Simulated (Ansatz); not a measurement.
Cl₂Cu (quartet)

Input

```
crystal:
  periodic: [false, false, false]
  atoms:
    - {symbol: Cu, position_ang: [0.169333, 0.724507, 1.039133]}
    - {symbol: Cl, position_ang: [0.713485, 0.393797, -1.176812]}
    - {symbol: Cl, position_ang: [-0.882828, -1.118304, 0.137679]}
basis:
  gaussian: {orbitals: def2-TZVP, initial_orbitals: start.molden}
magnetization: {spin_polarized: true, initial_magnetization: 3}
hamiltonian: {xc: pbe0, dispersion: d4}
output: {orbitals: {seedname: orbitals}}
```

Run with:

```sh
ansatz run in.yaml --threads 4 --pin off --events-out ev --progress --plain --max-ram 3916MiB
```

Geometry: PBE0-D4/def2-TZVP.

All numbers below come from Ansatz 0.2.0, UKS PBE0-D4/def2-TZVP.

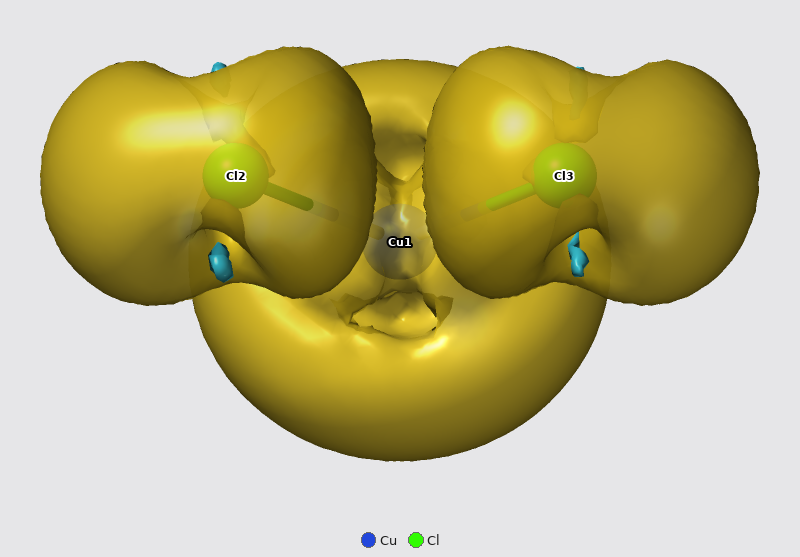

Figure 1. Isosurfaces of the spin density (α minus β) at +0.02 (yellow) and −0.02 e/Å³ (cyan), seen from one side.

**Where is the unpaired spin?**

The unpaired spin (3 electrons) lies mostly on Cu1 (about 1.6), Cl2 (about 0.7) and Cl3 (about 0.7), in electrons by Hirshfeld's partition.

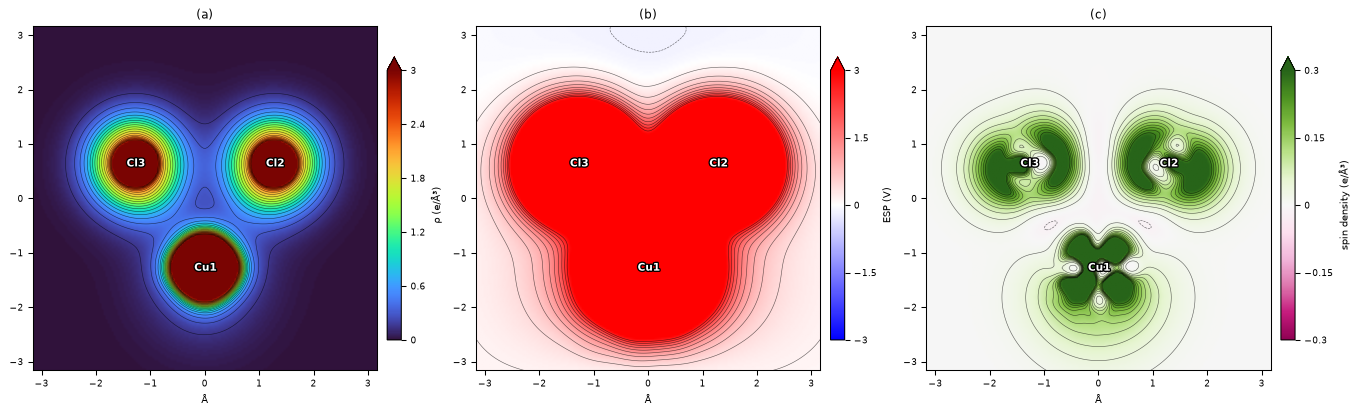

Figure 2. (a) electron density; (b) molecular electrostatic potential; (c) spin density on the molecular plane.

**Read the bonding off the picture.**

Atoms in the plane: Cu and Cl.
Cu–Cl (2.31 Å): ρ at the midpoint is about 0.48 e/Å³.

The potential has no marked negative region in this plane.

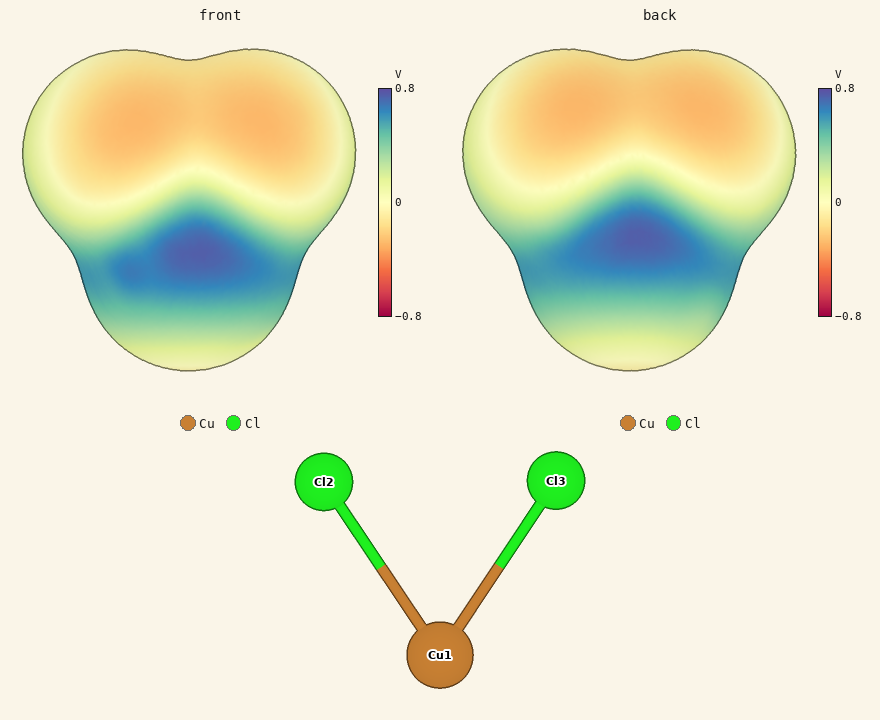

Figure 3. The electrostatic potential painted on the density surface at 0.001 e/bohr³, seen from the front and from behind; red is negative and blue positive. The bare structure is drawn below in the same view.

**Which sites attract a positive test charge, and which a negative one?**

A positive charge is drawn to the negative regions and a negative charge to the positive ones. The most negative region (about −0.3 V) lies over Cl2 and Cl3, the most positive (about +0.7 V) over Cu1.

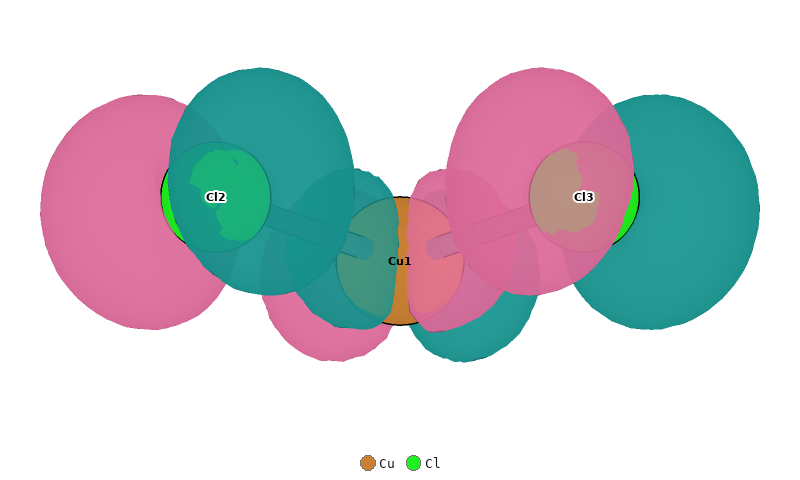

Figure 4. The LUMO (β) at ±0.15 Å⁻³ᐟ² (teal and pink are the two phases), seen from one side.

**Describe this orbital and give its energy.**

Its weight (Hirshfeld) is mainly on Cu1 (about 45 %), Cl2 (about 25 %) and Cl3 (about 25 %). Its energy is −5.87 eV.
